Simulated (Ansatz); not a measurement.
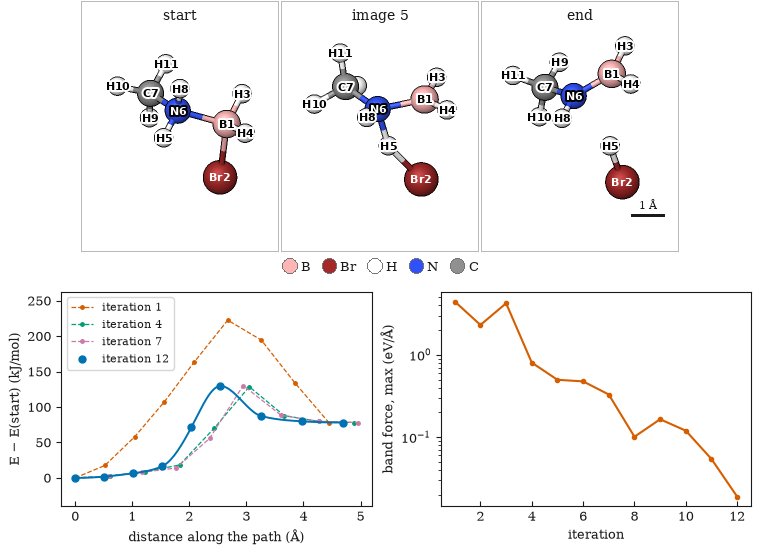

A nudged-elastic-band calculation for CH₇BBrN. Images are numbered from 0 (start) to 8 (end). The plot follows the band through its iterations. A ball-and-stick model, seen from a free direction.

Theory: RKS PBE0-D4/def2-SVP in Ansatz 0.2.0. Run with 7 movable images; climbing image; force threshold 0.03 eV/Å; iteration limit 60; starting path through a guess of the saddle point.

**Judge this run.**

The result is final at these settings. The band converged in 12 iterations. The largest component of the band force went from 4.4 to 0.019 eV/Å. The climbing image converged on the top of the path. Its vibrational analysis gives one imaginary mode (968i cm⁻¹), as a transition state must have. The first iteration put the highest image at 222.6 kJ/mol. The energy climbs by 129.6 kJ/mol to image 5 and then falls by 51.5 kJ/mol, so the end point sits at +78.2 kJ/mol.

Cost: 100 s on 2 threads of AMD EPYC 9R45 96-Core Processor (Zen 5), on a shared host, peak memory 0.29 GiB.
